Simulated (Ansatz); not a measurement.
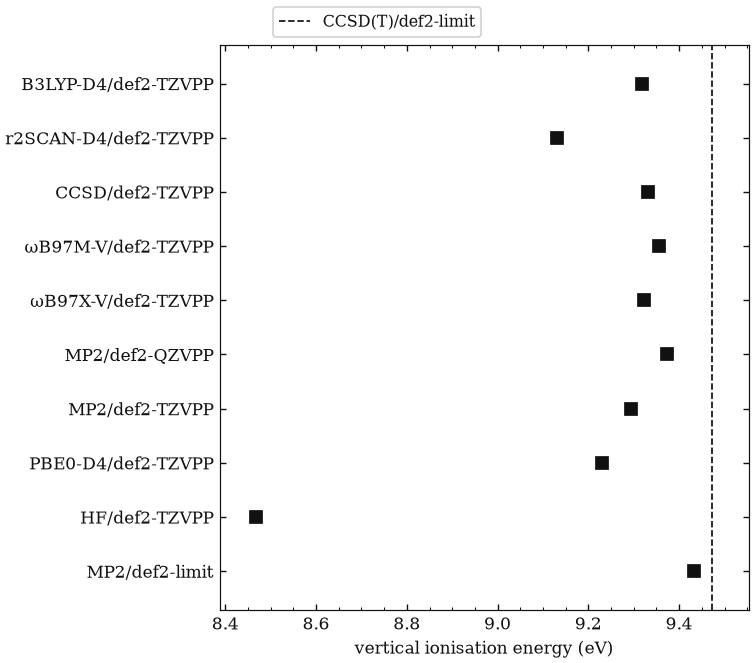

Vertical ionisation energy of AlPH₄O, SMILES [AlH2][O]P, singlet, taken as the energy of the cation less that of the neutral at fixed geometry (unrestricted doublet cation, cores frozen in correlated methods, no spin-orbit coupling), the Ansatz code 0.2.0, at a PBE0-D4/def2-TZVP geometry (a minimum by its frequencies). Limit means an estimate of the basis limit from triple and quadruple zeta; for coupled cluster it is either extrapolated directly or built as the MP2 limit plus the step from MP2 in triple zeta. The distance of CCSD/def2-TZVPP, MP2/def2-QZVPP and MP2/def2-TZVPP to the limit includes basis error.

**What range do the values span, the line included?**

From 8.47 eV (HF/def2-TZVPP) to 9.47 eV (CCSD(T)/def2-limit).

**Give the values.**

```tsv
level	eV	less CCSD(T)/def2-limit
B3LYP-D4/def2-TZVPP	9.32	−0.15
r2SCAN-D4/def2-TZVPP	9.13	−0.34
CCSD/def2-TZVPP	9.33	−0.14
ωB97M-V/def2-TZVPP	9.36	−0.12
ωB97X-V/def2-TZVPP	9.32	−0.15
MP2/def2-QZVPP	9.37	−0.10
MP2/def2-TZVPP	9.29	−0.18
PBE0-D4/def2-TZVPP	9.23	−0.24
HF/def2-TZVPP	8.47	−1.00
MP2/def2-limit	9.43	−0.04
CCSD(T)/def2-limit	9.47	0.00
```
